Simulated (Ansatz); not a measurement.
Start from PbSe in the rock salt structure (space group Fm-3m, No. 225; a = 6.1778 Å). Axes: x, y, z lie along the cube axes.

The change: uniaxial stress, 1 GPa tension along x, with the cell and atoms free to relax against it.

Computed with r2SCAN (Ansatz, an electronic-structure program; PAW; 500 eV plane waves; without spin-orbit coupling).

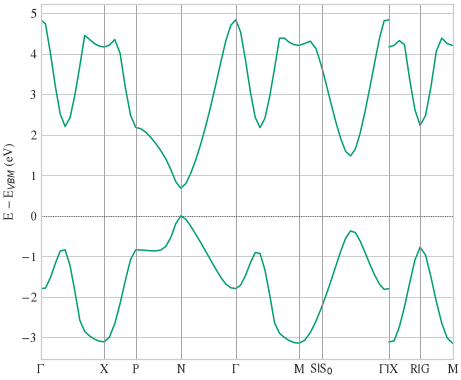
Fig. 1. Highest valence and lowest conduction band along the path of the changed cell's own zone

### Question
From the figure, how large is the changed gap, and is it direct?

### Answer
About 0.7 eV, direct at N.

Spin-orbit coupling, missing from the scalar runs, can matter with Pb. Load acts through the strain it causes; cell and atoms are relaxed under it. Beyond what the load breaks, stability against distortions was not tested. k-point labels follow each cell's own Brillouin zone.
